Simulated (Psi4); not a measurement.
## C2H4B (charge −1): excited-state calculation (part 1 of 3)

System: C2H4B, charge −1, SMILES [BH3-]C#C.
Method: EOM-CC2/DZVP, RHF, sfX2C (Psi4 1.11).

The geometry comes from this level: GFN2-xTB.

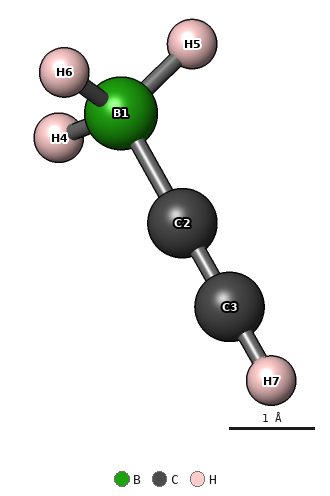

*The structure as given in the input (ball-and-stick view, seen at an oblique angle; atoms are numbered from 1 in the order of the input).*

Bond lengths as drawn: B–C 1.57 Å, B–H 1.23 Å, C–C 1.21 Å and C–H 1.06 Å.

### The input (job.py)
```python
import psi4

psi4.set_memory('1600 MB')
psi4.set_num_threads(1)
psi4.core.set_output_file('run.log', False)

with open('c2h4b.xyz') as f:
    atoms = ''.join(f.readlines()[2:])
geom = psi4.geometry('-1 1\n' + atoms + 'symmetry c1')

psi4.set_options({
    'basis': 'DZVP',
    'scf_type': 'pk',
    'roots_per_irrep': [3],
    'relativistic': 'x2c',
})

E, wfn = psi4.properties('eom-cc2', properties=['oscillator_strength'], return_wfn=True)
print('E =', round(E, 9))
for k, v in sorted(psi4.core.scalar_variables().items()):
    print(f'{k:45s} {v:18.10f}')
```

### File c2h4b.xyz
```
7
C2H4B
B     -0.762590     0.586710    -0.252460
C      0.441630    -0.346170     0.145280
C      1.367110    -1.053930     0.452870
H     -1.743190    -0.103170    -0.531940
H     -0.449000     1.267510    -1.228590
H     -1.037060     1.326040     0.692310
H      2.183100    -1.676990     0.722530
```

Command:
```bash
python job.py
```

### Output
```
=> Loading Basis Set <=

    Name: DZVP
    Role: ORBITAL
    Keyword: BASIS

         ---------------------------------------------------------
                                   SCF
                              RHF Reference
                        1 Threads,   1525 MiB Core
         ---------------------------------------------------------

  ==> Geometry <==

    Molecular point group: c1
    Full point group: C1

    Geometry (in Angstrom), charge = -1, multiplicity = 1:

       Center              X                  Y                   Z               Mass
    ------------   -----------------  -----------------  -----------------  -----------------
         B           -1.076492858692     0.830614404914    -0.356198035891    11.009305360000
         C            0.127727141308    -0.102265595086     0.041541964109    12.000000000000
         C            1.053207141308    -0.810025595086     0.349131964109    12.000000000000
         H           -2.057092858692     0.140734404914    -0.635678035891     1.007825032230
         H           -0.762902858692     1.511414404914    -1.332328035891     1.007825032230
         H           -1.350962858692     1.569944404914     0.588571964109     1.007825032230
         H            1.869197141308    -1.433085595086     0.618791964109     1.007825032230

  Running in c1 symmetry.

  Rotational constants: A =      4.14073  B =      0.26876  C =      0.26876 [cm^-1]
  Rotational constants: A = 124135.88524  B =   8057.32444  C =   8057.21973 [MHz]
  Nuclear repulsion =   51.234109945090509

  Charge       = -1
  Multiplicity = 1
  Electrons    = 22
  Nalpha       = 11
  Nbeta        = 11

  ==> Algorithm <==

  SCF Algorithm Type is PK.
  DIIS enabled.
  MOM disabled.
  Fractional occupation disabled.
  Guess Type is SAD.
  Energy threshold   = 1.00e-10
  Density threshold  = 1.00e-10
  Integral threshold = 1.00e-12

  ==> Primary Basis <==

  Basis Set: DZVP
    Blend: DZVP
    Number of shells: 26
    Number of basis functions: 50
    Number of Cartesian functions: 53
    Spherical Harmonics?: true
    Max angular momentum: 2

   => Loading Basis Set <=

    Name: (DZVP AUX)
    Role: DECON
    Keyword: BASIS_RELATIVISTIC

  ==> Integral Setup <==

  Using in-core PK algorithm.
   Calculation information:
      Number of atoms:                   7
      Number of AO shells:              26
      Number of primitives:             65
      Number of atomic orbitals:        53
      Number of basis functions:        50

      Integral cutoff                 1.00e-12
      Number of threads:                 1

  Performing in-core PK
  Using 1626900 doubles for integral storage.
  We computed 61135 shell quartets total.
  Whereas there are 61776 unique shell quartets.

  ==> DiskJK: Disk-Based J/K Matrices <==

    J tasked:                  Yes
    K tasked:                  Yes
    wK tasked:                  No
    Memory [MiB]:             1144
    Schwarz Cutoff:          1E-12

 OEINTS: Using relativistic (X2C) overlap, kinetic, and potential integrals.
         ------------------------------------------------------------
         Spin-Free X2C Integrals at the One-Electron Level (SFX2C-1e)
         ------------------------------------------------------------

  ==> X2C Options <==

    Computational Basis: DZVP
    X2C Basis: (DZVP AUX)
    The X2C Hamiltonian will be computed in the X2C Basis

    Comparing only 50 out of 107 elements of H_Dirac

    The 1-norm of |H_X2C - H_Dirac| is: 22.990289909226

    WARNING: The X2C and Dirac Hamiltonians have substatially different eigenvalues!
             This is probably caused by the recontraction of the basis set.

  Minimum eigenvalue in the overlap matrix is 3.1007151532E-03.
  Reciprocal condition number of the overlap matrix is 6.4617115071E-04.
    Using symmetric orthogonalization.

  ==> Pre-Iterations <==

  SCF Guess: Superposition of Atomic Densities via on-the-fly atomic UHF (no occupation information).

   -------------------------
    Irrep   Nso     Nmo
   -------------------------
     A         50      50
   -------------------------
    Total      50      50
   -------------------------

  ==> Iterations <==

                        Total Energy        Delta E     RMS |[F,P]|

   @RHF iter SAD:  -101.47075259430503   -1.01471e+02   0.00000e+00
   @RHF iter   1:  -102.58210703325298   -1.11135e+00   8.09038e-03 ADIIS/DIIS
   @RHF iter   2:  -102.68358839245496   -1.01481e-01   4.45255e-03 ADIIS/DIIS
   @RHF iter   3:  -102.71190402558844   -2.83156e-02   1.02310e-03 ADIIS/DIIS
   @RHF iter   4:  -102.71355718523280   -1.65316e-03   3.11592e-04 ADIIS/DIIS
   @RHF iter   5:  -102.71380907461939   -2.51889e-04   5.51128e-05 DIIS
   @RHF iter   6:  -102.71381781957957   -8.74496e-06   1.46389e-05 DIIS
   @RHF iter   7:  -102.71381850745685   -6.87877e-07   2.19346e-06 DIIS
   @RHF iter   8:  -102.71381852172712   -1.42703e-08   4.28182e-07 DIIS
   @RHF iter   9:  -102.71381852218404   -4.56922e-10   5.39296e-08 DIIS
   @RHF iter  10:  -102.71381852219389   -9.84812e-12   7.53555e-09 DIIS
   @RHF iter  11:  -102.71381852219410   -2.13163e-13   1.97395e-09 DIIS
   @RHF iter  12:  -102.71381852219416   -5.68434e-14   8.93079e-10 DIIS
   @RHF iter  13:  -102.71381852219396    1.98952e-13   3.71970e-10 DIIS
   @RHF iter  14:  -102.71381852219410   -1.42109e-13   7.83820e-11 DIIS
  Energy and wave function converged.

  ==> Post-Iterations <==

    Orbital Energies [Eh]
    ---------------------

    Doubly Occupied:

       1A    -11.033549     2A    -11.020741     3A     -7.328704
       4A     -0.815730     5A     -0.559928     6A     -0.490210
       7A     -0.292732     8A     -0.250239     9A     -0.250127
      10A     -0.165366    11A     -0.165357

    Virtual:

      12A      0.351312    13A      0.381846    14A      0.381889
      15A      0.395519    16A      0.395625    17A      0.414435
      18A      0.512783    19A      0.571135    20A      0.652649
      21A      0.666889    22A      0.667028    23A      0.729010
      24A      0.729097    25A      0.796629    26A      0.871435
      27A      0.871446    28A      0.988323    29A      1.147671
      30A      1.207981    31A      1.208060    32A      1.236991
      33A      1.310039    34A      1.310238    35A      1.405439
      36A      1.517615    37A      1.569679    38A      1.569882
      39A      1.847716    40A      1.855948    41A      1.856865
      42A      1.961613    43A      1.963390    44A      2.039911
      45A      2.204526    46A      2.205334    47A      2.650519
      48A      2.650659    49A      2.890026    50A      3.491530

    Final Occupation by Irrep:
              A
    DOCC [    11 ]
    NA   [    11 ]
    NB   [    11 ]

  @RHF Final Energy:  -102.71381852219410

   => Energetics <=

    Nuclear Repulsion Energy =             51.2341099450905091
    One-Electron Energy =                -243.1504912889581362
    Two-Electron Energy =                  89.2025628216735100
    Total Energy =                       -102.7138185221941029

Computation Completed

Properties will be evaluated at   0.000000,   0.000000,   0.000000 [a0]

Properties computed using the SCF density matrix

 Multipole Moments:

 ------------------------------------------------------------------------------------
     Multipole            Electronic (a.u.)      Nuclear  (a.u.)        Total (a.u.)
 ------------------------------------------------------------------------------------

 L = 1.  Multiply by 2.5417464519 to convert [e a0] to [Debye]
 Dipole X            :          2.4474911           -1.1312279            1.3162632
 Dipole Y            :         -1.8982250            0.8850202           -1.0132048
 Dipole Z            :          0.8083730           -0.3733886            0.4349843
 Magnitude           :                                                    1.7170743

 ------------------------------------------------------------------------------------

	total time  =          1 seconds =       0.02 minutes
   => Loading Basis Set <=

    Name: (DZVP AUX)
    Role: DECON
    Keyword: BASIS_RELATIVISTIC

 MINTS: Wrapper to libmints.

   Calculation information:
      Number of threads:                 1
      Number of atoms:                   7
      Number of AO shells:              26
      Number of SO shells:              26
      Number of primitives:             65
      Number of atomic orbitals:        53
      Number of basis functions:        50

      Number of irreps:                  1
      Integral cutoff                 1.00e-12
      Number of functions per irrep: [  50 ]

 OEINTS: Overlap, kinetic, potential, dipole, and quadrupole integrals
         stored in file 35.

      Computing two-electron integrals...done
      Computed 796885 non-zero two-electron integrals.
        Stored in file 33.

	Wfn Parameters:
	--------------------
	Wavefunction         = EOM_CC2
	Number of irreps     = 1
	Number of MOs        = 50
	Number of active MOs = 50
	AO-Basis             = NONE
	Semicanonical        = false
	Reference            = RHF
	Print Level          = 1

	IRREP	# MOs	# FZDC	# DOCC	# SOCC	# VIRT	# FZVR
	-----	-----	------	------	------	------	------
	 A	   50	    0	    11	    0	    39	    0
	Transforming integrals...
	IWL integrals will be deleted.
	(OO|OO)...
	Presorting SO-basis two-electron integrals.
	Sorting File: SO Ints (nn|nn) nbuckets = 1
	Constructing frozen core operators
	Starting first half-transformation.
	Sorting half-transformed integrals.
	First half integral transformation complete.
	Starting second half-transformation.
	Two-electron integral transformation complete.
	(OO|OV)...
	Starting second half-transformation.
	Two-electron integral transformation complete.
	(OO|VV)...
	Starting second half-transformation.
	Two-electron integral transformation complete.
	(OV|OO)...
	Starting first half-transformation.
	Sorting half-transformed integrals.
	First half integral transformation complete.
	Starting second half-transformation.
	Two-electron integral transformation complete.
	(OV|OV)...
	Starting second half-transformation.
	Two-electron integral transformation complete.
	(OV|VV)...
	Starting second half-transformation.
	Two-electron integral transformation complete.
	(VV|OO)...
	Starting first half-transformation.
	Sorting half-transformed integrals.
	First half integral transformation complete.
	Starting second half-transformation.
	Two-electron integral transformation complete.
	(VV|OV)...
	Starting second half-transformation.
	Two-electron integral transformation complete.
	(VV|VV)...
	Starting second half-transformation.
	Two-electron integral transformation complete.
	Frozen core energy     =      0.00000000000000

	Size of irrep 0 of <ab|cd> integrals:      2.313 (MW) /     18.508 (MB)
	Total:                                     2.313 (MW) /     18.508 (MB)

	Size of irrep 0 of <ia|bc> integrals:      0.653 (MW) /      5.220 (MB)
	Total:                                     0.653 (MW) /      5.220 (MB)

	Size of irrep 0 of tijab amplitudes:       0.184 (MW) /      1.472 (MB)
	Total:                                     0.184 (MW) /      1.472 (MB)

	Nuclear Rep. energy          =     51.23410994509051
	SCF energy                   =   -102.71381852219410
	One-electron energy          =   -243.15049128003153
	Two-electron energy          =     89.20256281274733
	Reference energy             =   -102.71381852219371

	total time  =          0 seconds =       0.00 minutes
            **************************
            *                        *
            *        CCENERGY        *
            *                        *
            **************************

    Nuclear Rep. energy (wfn)     =   51.234109945090509
    SCF energy          (wfn)     = -102.713818522194103
    Reference energy    (file100) = -102.713818522193705

    Input parameters:
    -----------------
    Wave function   =     EOM_CC2
    Reference wfn   =     RHF
    Brueckner       =     No
    Memory (Mbytes) =     1600.0
    Maxiter         =     50
    R_Convergence   =     1.0e-07
    E_Convergence   =     1.0e-08
    Restart         =     Yes
    DIIS            =     Yes
    AO Basis        =     NONE
    ABCD            =     NEW
    Cache Level     =     2
    Cache Type      =     LOW
    Print Level     =     1
    Num. of threads =     1
    # Amps to Print =     10
    Print MP2 Amps? =     No
    Analyze T2 Amps =     No
    Print Pair Ener =     No
    Local CC        =     No
    SCS-MP2         =     False
    SCSN-MP2        =     False
    SCS-CCSD        =     False

MP2 correlation energy -0.3448045004010014
                Solving CC Amplitude Equations
                ------------------------------
  Iter             Energy              RMS        T1Diag      D1Diag    New D1Diag    D2Diag
  ----     ---------------------    ---------   ----------  ----------  ----------   --------
     0        -0.344804500401001    0.000e+00    0.000000    0.000000    0.000000    0.154840
     1        -0.344635405688289    4.190e-02    0.008932    0.022357    0.022357    0.154840
     2        -0.348754901332358    1.293e-02    0.010717    0.025583    0.025583    0.157945
     3        -0.349611685152389    5.750e-03    0.012267    0.028968    0.028968    0.158540
     4        -0.349591220226469    1.142e-03    0.012437    0.029125    0.029125    0.158506
     5        -0.349586635922028    3.675e-04    0.012476    0.029153    0.029153    0.158493
     6        -0.349588276341255    7.056e-05    0.012478    0.029149    0.029149    0.158490
     7        -0.349588256941839    2.238e-05    0.012478    0.029147    0.029147    0.158490
     8        -0.349588241039277    5.715e-06    0.012478    0.029146    0.029146    0.158490
     9        -0.349588277150170    1.241e-06    0.012478    0.029146    0.029146    0.158490
    10        -0.349588263800417    2.737e-07    0.012478    0.029146    0.029146    0.158490
    11        -0.349588267168335    1.026e-07    0.012478    0.029146    0.029146    0.158490
    12        -0.349588267035447    2.001e-08    0.012478    0.029146    0.029146    0.158490

    Iterations converged.

    Largest TIA Amplitudes:
             10  10         0.0168217543
              9   9         0.0168152351
              6   0        -0.0145418532
              8   4         0.0144092701
              7   3        -0.0143956771
              7   2         0.0132141436
              8   1         0.0131736407
              8  12         0.0116036098
              7  11        -0.0115645091
              6   6         0.0109405571
```
